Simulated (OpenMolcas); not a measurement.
**CuNH4 (Cu(NH3)H): MP2/Ahlrichs_VDZ**

Wanted: a geometry optimisation of CuNH4 (Cu(NH3)H). 

Program for the calculation: OpenMolcas 26.06.

5 further runs of the same task are left out: 5 set aside as unsound or not needed.

## (1) The system as given

CuNH4 has 6 atoms, charge 0, and is taken as a singlet. As SMILES, `[H][Cu]<-[NH3]`. The shape comes from GFN2-xTB, which is rough for such elements, and wasn't checked as a minimum. The run starts from this shape.

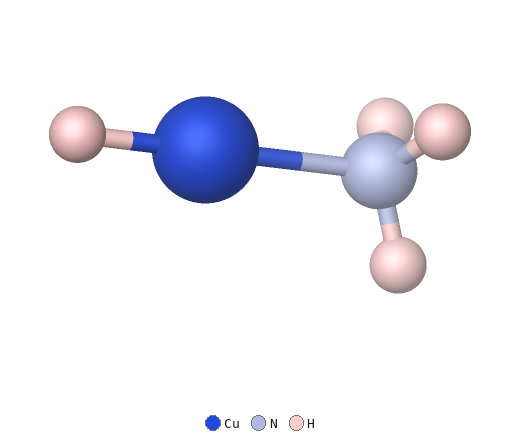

Viewed from a chosen angle; copper blue, nitrogen light blue, hydrogen pink.

## (2) A geometry optimisation at MP2/Ahlrichs_VDZ

run.input

```
* CuH4N MP2
>>> EXPORT MOLCAS_PRINT=2

&GATEWAY
  BasisSet
  Cu.Ahlrichs_VDZ....
  Cu1 -0.012740 0.006930 -1.240190 angstrom
  End of Basis
  BasisSet
  N.Ahlrichs_VDZ....
  N2 0.000760 -0.001200 0.729060 angstrom
  End of Basis
  BasisSet
  H.Ahlrichs_VDZ....
  H3 -0.413680 0.860500 1.078460 angstrom
  H4 0.964450 -0.071390 1.049950 angstrom
  H5 -0.532190 -0.799250 1.068800 angstrom
  H6 -0.006600 0.004410 -2.686070 angstrom
  End of Basis
>>> EXPORT MOLCAS_MAXITER=50
>>> Do While

&SEWARD

&SCF
  PrOrbitals=0

&MBPT2
  Frozen=6
  Grdt

&SLAPAF
>>> EndDo
```

Started as:

```
$ export MOLCAS_MEM=1860
$ pymolcas run.input > run.log
```

What values should one expect? Wanted: total energy at the end; dipole moment; HOMO energy; LUMO energy; HOMO–LUMO gap; correlation energy.

Answer, from the run:

At MP2/Ahlrichs_VDZ, 6 core orbitals frozen:

```
                                   quantity           value
                    total energy at the end  -1695.72696 Eh
         dipole moment (mean-field density)          7.93 D
        HOMO energy (Hartree–Fock orbitals)        -7.89 eV
        LUMO energy (Hartree–Fock orbitals)         2.22 eV
      HOMO–LUMO gap (Hartree–Fock orbitals)        10.11 eV
correlation energy (6 core orbitals frozen)      -341.3 mEh
```

What this shows: At the final geometry: Bond lengths: Cu1–N2 1.966 Å, N2–H3 1.033 Å, N2–H4 1.033 Å, N2–H5 1.033 Å, Cu1–H6 1.531 Å. Angles: Cu1–N2–H3 110.2°, Cu1–N2–H4 109.7°, Cu1–N2–H5 110.1°, N2–Cu1–H6 179.9°, H3–N2–H4 109.0°, H3–N2–H5 109.0°, H4–N2–H5 108.9°. The optimisation took 15 steps and changed the energy by -0.064 eV.
